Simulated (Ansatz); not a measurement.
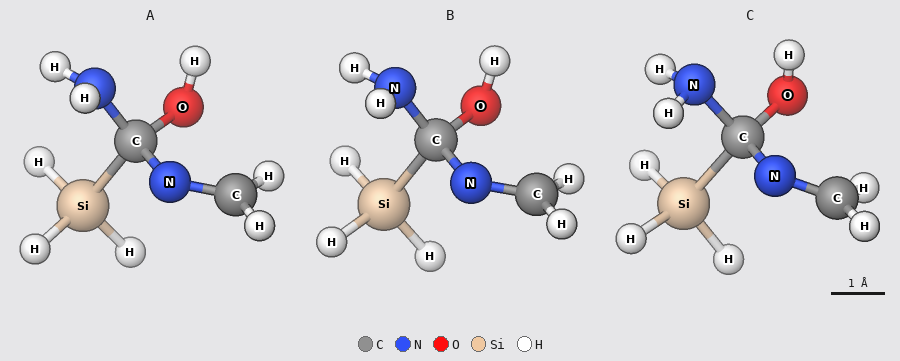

3 geometries from one relaxation of C2H8N2OSi, in shuffled order. The picture is a ball-and-stick view, seen at a tilt.

The run prepares an end point of a later path (torsion) calculation, from a guessed geometry.

Level of theory: RKS B3LYP/6-31G (Ansatz 0.2.0). Settings: no spin polarisation; force threshold 0.015 eV/Å; at most 40 steps.

Question: Order the frames from highest to lowest energy.

Answer: C, B, A. They are steps 0, 3, 13, at +62.2 kJ/mol, +6.15 kJ/mol relative to the last. An H atom moves most after the best rigid fit: 0.51 Å. Largest moves by element: H 0.51 Å, O 0.29 Å, C 0.16 Å, N 0.15 Å, Si 0.11 Å. Among the contacts that change: C–N 1.544 → 1.442 Å, C–O 1.393 → 1.462 Å, H–O 0.936 → 0.985 Å, C–H 1.138 → 1.092 Å. Among the angles between lasting bonds that change: O–C–Si 116.4° → 103.3°, C–N–H 104.3° → 117.4°, C–N–H 104.6° → 115.0°. Over 11 accepted moves (13 points after the start) the energy falls by 62.2 kJ/mol. Largest force component: 2.5 eV/Å at the start, 0.0055 eV/Å at the end. The line search rejected the trial steps at points 9, 12 of the run. Cost: 79 s on 1 thread of Arm Neoverse V2, on a shared host, peak memory 0.18 GiB.
